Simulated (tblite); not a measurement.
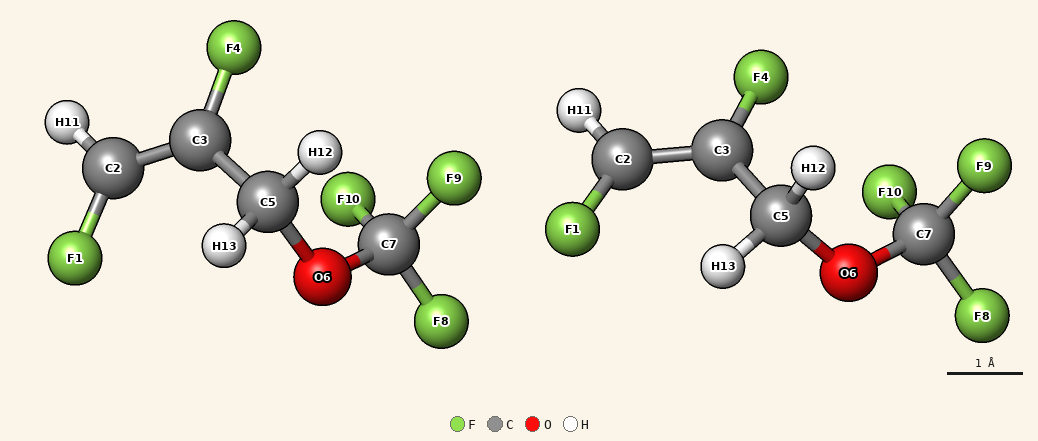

Two geometries of C₄H₃F₅O, drawn at one scale. One is the start of a relaxation, the other its converged end. A ball-and-stick model, seen from a free direction.

The calculation used GFN2-xTB geometry optimisation, gas phase (tblite 0.8.0). 

Which geometry has the lower energy?

The left one is the relaxed one. After 76 geometry steps the energy has fallen by 17.5 kcal/mol. The atom that moves furthest after the best rigid fit is F1 (0.90 Å). Largest moves by element: F 0.90 Å, H 0.56 Å, C 0.32 Å, O 0.14 Å. Some distances before and after: C5–O6 1.342 → 1.439 Å, C7–F8 1.420 → 1.325 Å, C7–F10 1.400 → 1.345 Å, C5–H13 1.135 → 1.091 Å. Among the angles between lasting bonds that change: F4–C3–C5 125.2° → 114.8°, C2–C3–C5 120.0° → 126.9°, C3–C5–H13 104.0° → 110.5°. Groups turn about C3–C5 by about 45°.
